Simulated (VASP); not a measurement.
Band structure of NaF (rock salt). Computed with LDA (Ceperley-Alder, Perdew-Zunger), VASP's LDA PAW potentials (set 64) (plane waves; VASP).

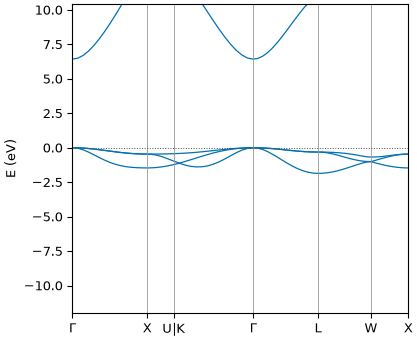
Fig. 1. Bands along high-symmetry lines, zero at the valence-band maximum or, without a gap, the Fermi level

Read the plot: is there a gap, and where are the band edges?

The gap is direct, 6.43 eV, from the valence maximum at Γ to the conduction minimum at Γ. (Edges off the drawn lines would not show.)

Measured: gap 11.70 eV (computed value off by -5.27 eV), as given by David Koller et al., Journal of Physics Condensed Matter (2013), arXiv:1304.4470.

The compound is NaF in the rock salt structure. It was relaxed first, which changed the volume by -8 %.
